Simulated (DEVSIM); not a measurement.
Structure: Ru/SiON/n-Ge capacitor, at 350 K.

```csv
layer (left to right),material,thickness (nm),Nd (cm⁻³)
1,SiON,3.60,-
2,Ge,9900,3.6e15
```

Metal gate on the left, work function 4.7 eV. Fixed charge at the semiconductor interface -1.1e11 cm⁻² (in units of +e); no interface traps.

This is a model device: material constants are rounded textbook-type values typed into the input, and sizes, dopings and lifetimes were drawn at random. Values at 300 K; Nc and Nv go as T^1.5, mobilities as T to minus their exponent, the gap by Varshni's rule with the affinity fixed.

| parameter | SiON | Ge |
|---|---|---|
| gap (eV) | 7 | 0.664 |
| affinity (eV) | 1.4 | 4 |
| permittivity | 5.5 | 16 |
| Nc (cm⁻³) | - | 1.04e19 |
| Nv (cm⁻³) | - | 6e18 |
| Varshni α (eV/K) | - | 0.000477 |
| Varshni β (K) | - | 235 |

Model (solved in DEVSIM): 1D Poisson equation in equilibrium, Boltzmann statistics, complete ionisation; no quantum confinement or tunnelling. Metal contacts follow the ideal Schottky-Mott rule: no Fermi-level pinning, no interface dipoles.

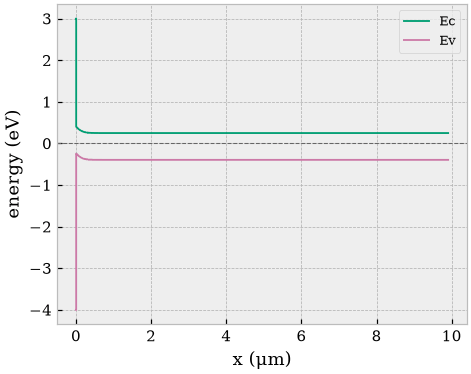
Figure. Band edges at 0.3 V on the gate

Energies count from the Fermi level of the right contact; mesh points crowd at the junctions.

```
x (μm)    Ec (eV)  Ev (eV)  n (cm⁻³)  p (cm⁻³)  field (V/cm)
--------  -------  -------  --------  --------  ------------
0.000       3.000   -4.000     < 1e2     < 1e2          4600
0.001151    3.001   -3.999     < 1e2     < 1e2          4600
0.002477    3.001   -3.999     < 1e2     < 1e2          4600
0.003600    0.402   -0.243    2.2e13    2.4e15         -1400
0.005990    0.399   -0.245    2.3e13    2.2e15        -11000
0.01073     0.394   -0.250    2.8e13    1.9e15        -10000
0.02113     0.384   -0.261    3.9e13    1.3e15         -9800
0.05963     0.350   -0.295    1.2e14    4.3e14         -7900
0.1359      0.301   -0.343    6.0e14    8.7e13         -4900
0.3138      0.256   -0.388    2.7e15    1.9e13          -970
0.7049      0.247   -0.397    3.6e15    1.4e13           -11
2.152       0.247   -0.397    3.6e15    1.4e13           ≈ 0
4.954       0.247   -0.397    3.6e15    1.4e13           ≈ 0
7.783       0.247   -0.397    3.6e15    1.4e13           ≈ 0
9.211       0.247   -0.397    3.6e15    1.4e13           ≈ 0
9.597       0.247   -0.397    3.6e15    1.4e13           ≈ 0
9.773       0.247   -0.397    3.6e15    1.4e13           ≈ 0
9.848       0.247   -0.397    3.6e15    1.4e13           ≈ 0
9.886       0.247   -0.397    3.6e15    1.4e13           ≈ 0
9.897       0.247   -0.397    3.6e15    1.4e13           ≈ 0
9.901       0.247   -0.397    3.6e15    1.4e13           ≈ 0
9.904       0.247   -0.397    3.6e15    1.4e13           ≈ 0
```
